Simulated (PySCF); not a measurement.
## Electronic structure of C₅H₉BCl₂ in real space

```xyz
17

C     2.7354    0.4969   -0.4561
C     1.3689   -0.0262   -0.7459
C     0.3246    0.1174    0.0537
C    -1.0619   -0.4161   -0.2368
C    -1.6117   -1.1378    1.0005
B    -1.8962    0.8681   -0.6929
Cl   -2.6313    1.9071    0.4579
Cl   -1.9640    1.3124   -2.3528
H     2.7622    1.0144    0.4993
H     3.0461    1.1869   -1.2404
H     3.4545   -0.3217   -0.4352
H     1.2636   -0.5591   -1.6823
H     0.4208    0.6553    0.9872
H    -0.9784   -1.1358   -1.0564
H    -2.5812   -1.5787    0.7829
H    -1.7282   -0.4427    1.8278
H    -0.9301   -1.9285    1.3046
```

Geometry: GFN2-xTB.

These are results of CAM-B3LYP/def2-SVPD, SCF density, gas phase (PySCF), not measurements.

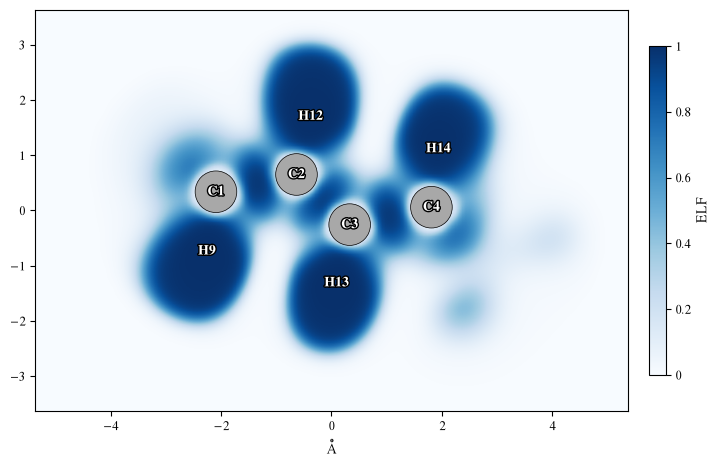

Figure 1. ELF on the plane of atoms C2, C3 and H13. Grey discs cover the atomic cores.

What do the fields say about this system?

- Atoms in the plane: C and H.
- C–C (1.32 Å): the ELF peaks at about 0.95 between the atoms; a multiple bond.
- C–H (1.08 Å): the ELF climbs to about 1 towards the hydrogen, as it does in any bond to H: an ordinary covalent bond to hydrogen.
- C–C (1.49 Å): the ELF peaks at about 0.95 between the atoms, as expected for a shared electron pair.
- C–C (1.51 Å): the ELF peaks at about 0.95 between the atoms; localised, covalent bonding.

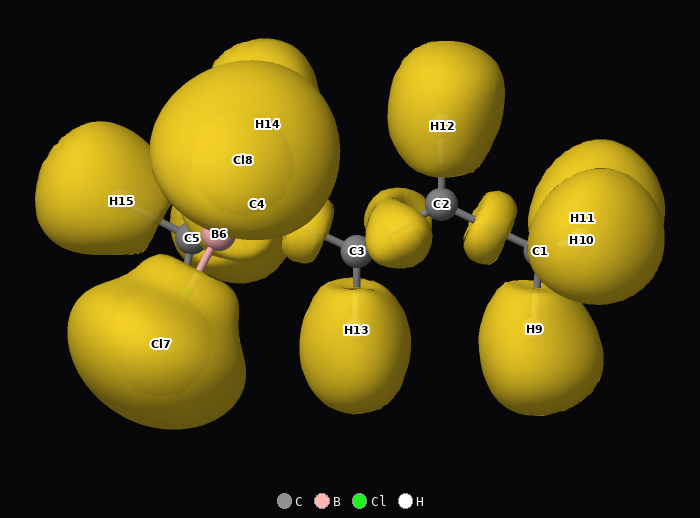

Figure 2. Isosurface of the ELF at 0.75 (yellow), seen from one side. Only the valence region is drawn (cores and ρ < 0.01 e/Å³ removed).

Identify the bonds, lone pairs and shells in this picture.

At this value the surface marks out one region between bonded B–C atoms (shared pairs), four regions between bonded C–C atoms (shared pairs), nine regions around hydrogen nuclei and two regions on Cl in which the atom's valence shell and bonds are merged. Profiles from the grid: C–B (1.60 Å): the ELF peaks at about 1 between the atoms: localised, covalent bonding.

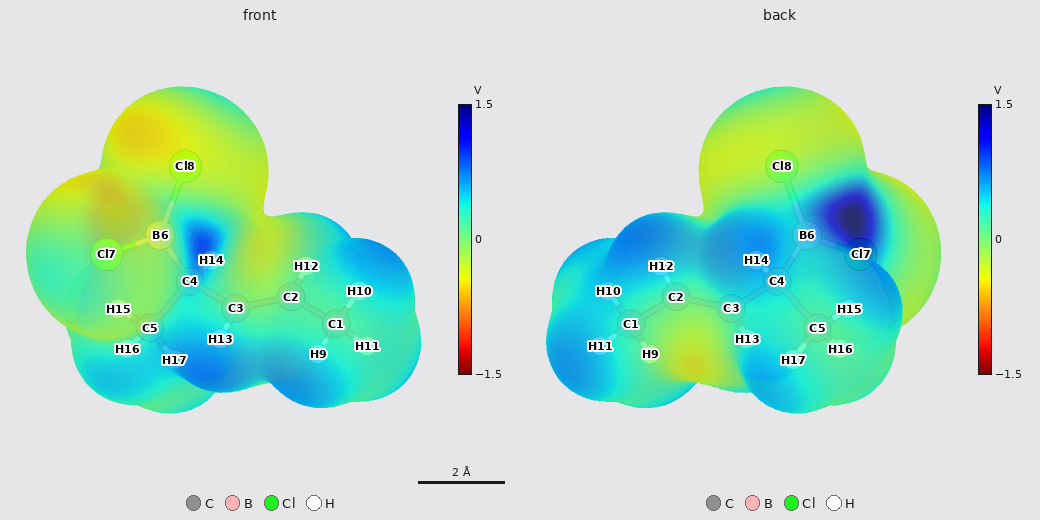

Figure 3. The electrostatic potential painted on the density surface at 0.002 e/bohr³, seen from the front and from behind; the colour scale runs from red (negative) to blue (positive).

Describe the electrostatic potential map.

The most negative region (about −0.5 V) lies over Cl7 and Cl8, the most positive (about +1.4 V) over B6. Cl7 shows a σ-hole: about +0.3 V at the tip opposite its bond, against about −0.1 V on its flanks. Cl8 shows a σ-hole: about +0.2 V at the tip opposite its bond, against about −0.3 V on its flanks.

What dipole moment does the calculation give?

Its dipole moment is 1.51 D.
